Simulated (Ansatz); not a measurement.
Cost and result by functional for the surface energy of the (20-21) surface of hcp Lu in its 1x1 cell, outermost plane spacing 0.24 Å in the ideal cut, in Ansatz (plane waves, PAW). Single points on the PBE structure, on one kind of machine; costs are rough ratios of the slab run's core time (references not counted) to the cheapest single point. r2SCAN's cost holds its higher cutoff (500 against 420 eV). Differences are taken against r2SCAN for comparison alone: no measured value is at hand, so the table doesn't rank accuracy.

Set-up: 16 atoms, 10.5 Å thick at the start (thin: gaps and levels are the slab's own); mesh 11x4x1; 0.1 eV smearing; dipole correction on; all atoms relaxed; held to the part of the start's symmetry that mesh and held atoms allow; no spin, no spin-orbit, no U. These notes are the PBE run's.

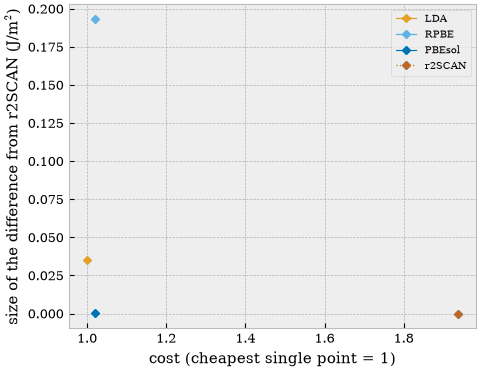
Figure: Difference from r2SCAN against cost

| functional | relative cost | surface energy (J/m²) | less r2SCAN (J/m²) |
|---|---|---|---|
| LDA | 1 | 1.25 | 0.03 |
| RPBE | 1 | 1.02 | -0.19 |
| PBEsol | 1 | 1.22 | 0.00 |
| r2SCAN | 2 | 1.22 | 0.00 |
| PBE (the relaxed run's value) | – | 1.11 | -0.11 |

The values span 0.23 J/m², while the single points' costs differ by a factor of roughly 2. Differences are of unrounded values.

Ansatz is a quantum-chemistry and plane-wave program.
